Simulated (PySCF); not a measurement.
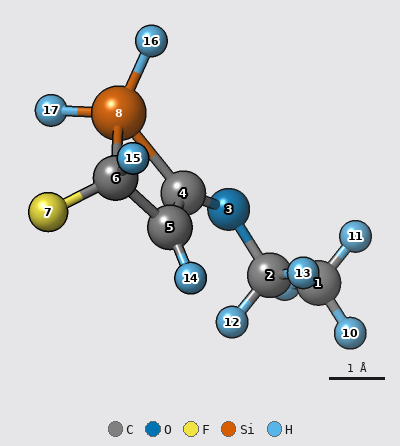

The structure as given in the input (ball-and-stick view, seen at a tilt; atoms are numbered from 1 in the order of the input). Bond lengths as drawn: C–C 1.35 to 1.52 Å, C–F 1.40 Å, C–H 1.08 to 1.10 Å, C–O 1.34 to 1.42 Å, C–Si 1.90 to 1.95 Å and H–Si 1.46 Å.

NMR shielding calculation, with input and output: C5H9FOSi

- system: C5H9FOSi, SMILES CCOC1=C[C@H](F)[SiH2]1
- method: GIAO PBE0/pcSseg-1 NMR shielding, non-relativistic, gas phase (PySCF 2.14.0)

The geometry comes from this level: GFN2-xTB. It belongs to a series of runs on one base structure; here: O inserted into a C-C bond. Figures and captions count atoms from 1; the log counts them from 0 in places.

The program's output:
```
coarse grid: 14808 points
cycle   1  E = -659.7192285400  dE =  1.009e+00  |g| = 6.507e-01  |ddm| = 3.668e+00
cycle   2  E = -659.6647231646  dE =  5.451e-02  |g| = 8.929e-01  |ddm| = 1.176e+00
cycle   3  E = -659.7954562290  dE = -1.307e-01  |g| = 1.131e-01  |ddm| = 7.263e-01
cycle   4  E = -659.7974580865  dE = -2.002e-03  |g| = 5.466e-02  |ddm| = 1.277e-01
cycle   5  E = -659.7981169985  dE = -6.589e-04  |g| = 1.621e-02  |ddm| = 5.797e-02
cycle   6  E = -659.7981737070  dE = -5.671e-05  |g| = 4.987e-03  |ddm| = 1.860e-02
cycle   7  E = -659.7981796630  dE = -5.956e-06  |g| = 6.676e-04  |ddm| = 4.810e-03
final grid: 139128 points
cycle   8  E = -659.8633553676  dE = -3.592e-05  |g| = 1.241e-02  |ddm| = 3.205e-02
cycle   9  E = -659.8633094837  dE =  4.588e-05  |g| = 1.997e-02  |ddm| = 2.168e-02
cycle  10  E = -659.8633848948  dE = -7.541e-05  |g| = 2.248e-03  |ddm| = 1.472e-02
cycle  11  E = -659.8633861294  dE = -1.235e-06  |g| = 4.086e-04  |ddm| = 2.407e-03
cycle  12  E = -659.8633861597  dE = -3.031e-08  |g| = 1.854e-04  |ddm| = 4.372e-04
cycle  13  E = -659.8633861669  dE = -7.237e-09  |g| = 2.668e-05  |ddm| = 1.537e-04
cycle  14  E = -659.8633861671  dE = -1.562e-10  |g| = 5.803e-06  |ddm| = 3.445e-05
```

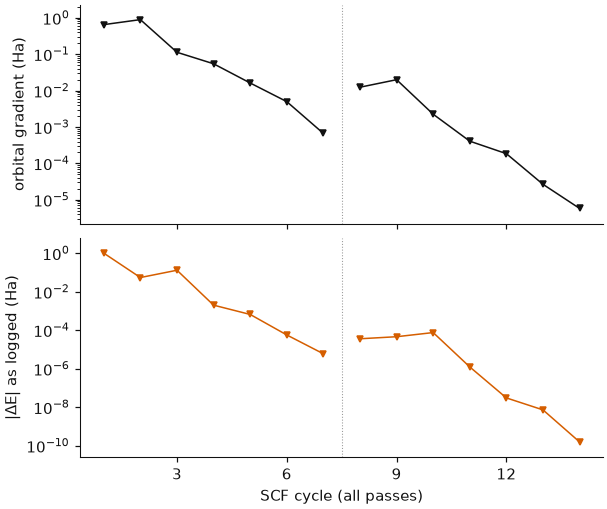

Convergence of the self-consistent field: orbital gradient and size of the energy change against the SCF cycle. The dotted line marks the change from a coarse to the final integration grid. The first 7 cycles use a coarse grid, the final grid takes over at cycle 8, and the field converges after 14 cycles in all.

```
converged SCF energy = -659.8633861671

GIAO shielding tensors (ppm)
atom      isotropic    diamagn.    paramagn.     s11        s22        s33       span
  0 C      169.793     245.749     -75.956    154.924    168.950    185.505     30.581
  1 C      119.426     248.382    -128.957     93.469    100.974    163.834     70.364
  2 O      174.292     400.360    -226.068     61.159    203.607    258.110    196.952
  3 C       12.213     251.733    -239.520    -82.503     23.027     96.116    178.620
  4 C       61.415     260.589    -199.174    -22.281     72.003    134.524    156.805
  5 C      100.361     249.595    -149.234     55.370     75.199    170.515    115.145
  6 F      395.669     471.155     -75.486    342.637    402.544    441.826     99.189
  7 Si     379.453     879.632    -500.179    342.226    360.228    435.906     93.681
  8 H       30.102      29.037       1.065     26.218     28.300     35.788      9.571
  9 H       30.587      27.063       3.523     26.500     27.871     37.389     10.889
 10 H       30.166      28.789       1.377     26.282     28.285     35.931      9.648
 11 H       27.853      32.791      -4.938     23.619     28.571     31.370      7.751
 12 H       27.969      32.513      -4.544     23.763     28.803     31.342      7.579
 13 H       25.791      33.870      -8.079     23.147     25.009     29.215      6.068
 14 H       26.123      29.263      -3.139     22.045     26.294     30.031      7.986
 15 H       26.582      28.659      -2.077     23.840     24.556     31.349      7.509
 16 H       26.755      28.611      -1.855     24.427     24.532     31.307      6.881
```

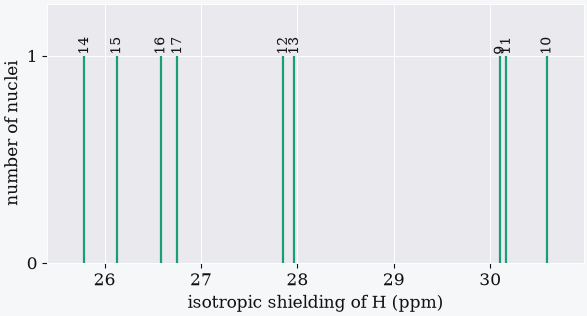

Isotropic shieldings of the hydrogen nuclei in this fixed geometry, labelled by atom number; shielding grows to the right, so chemical shift grows to the left. The least shielded is H14 (25.8 ppm), the most shielded H10 (30.6 ppm).

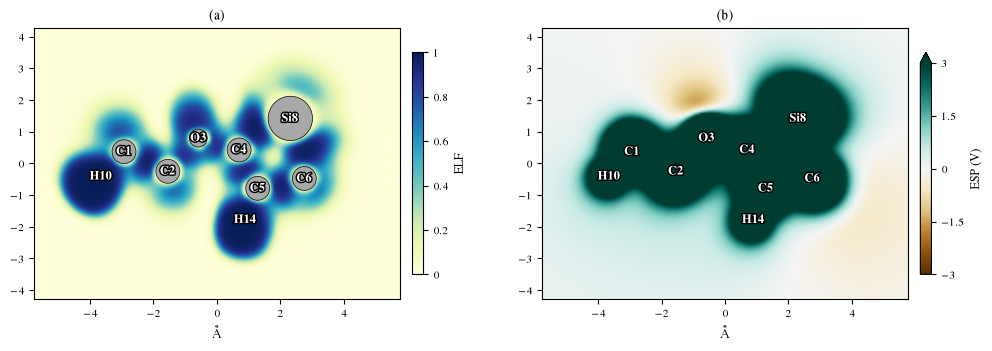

(a) ELF; (b) molecular electrostatic potential on the plane of atoms C4, C5 and H14. Grey discs, where drawn, cover atomic cores. The plane passes through C, O, Si and H nuclei. C–C (1.35 Å): the ELF peaks at about 0.90 between the atoms (a multiple bond by its length, whose ELF region spreads away from the axis). C–H (1.08 Å): the ELF climbs to about 1 towards the hydrogen, as it does in any bond to H; a covalent bond by its length.

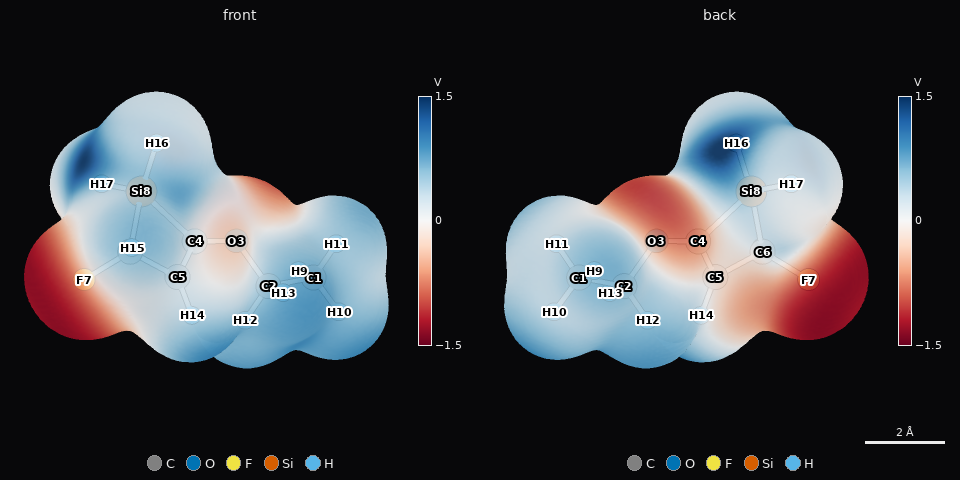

The electrostatic potential painted on the density surface at 0.002 e/bohr³, seen at a tilt and from behind; red is negative and blue positive. Its dipole moment is 2.48 D.

This output came from the following input.

Input file:
```
{"job": {"kind": "nmr", "xc": "PBE0", "basis": "pcSseg-1"}, "charge": 0, "multiplicity": 1}
C      3.035455     0.517129     0.092149
C      1.707776    -0.181883     0.328329
O      0.665069     0.681611    -0.103781
C     -0.589092     0.225927     0.053838
C     -1.072642    -0.911009     0.586803
C     -2.565150    -0.746690     0.495265
F     -3.167366    -1.708969    -0.315719
Si    -2.282829     0.986946    -0.342773
H      3.150087     0.749268    -0.963198
H      3.852415    -0.125802     0.407215
H      3.071604     1.445079     0.656611
H      1.657580    -1.123278    -0.235243
H      1.572138    -0.409597     1.394431
H     -0.570284    -1.775811     0.986611
H     -3.090853    -0.822878     1.451870
H     -2.702296     2.150534     0.434169
H     -2.678611     1.061452    -1.743208
```

The first line tells a small driver script what to run in PySCF; the rest is the geometry in Å.

Command:
```bash
OMP_NUM_THREADS=1 python <driver script> task.json out
```

Key numbers:

| quantity | value |
| --- | --- |
| outcome | converged |
| total energy | −659.863386 hartree |
| HOMO | −7.03 eV |
| LUMO | 0.04 eV |
| dipole moment | 2.48 D |
| isotropic shielding, C | 12.2 to 169.8 ppm |
| isotropic shielding, O | 174.3 ppm |
| isotropic shielding, F | 395.7 ppm |
| isotropic shielding, Si | 379.5 ppm |
| isotropic shielding, H | 25.8 to 30.6 ppm |
| hardware | 1 CPU thread, shared host |
| wall time | 60 s |
| peak memory | 0.84 GiB |
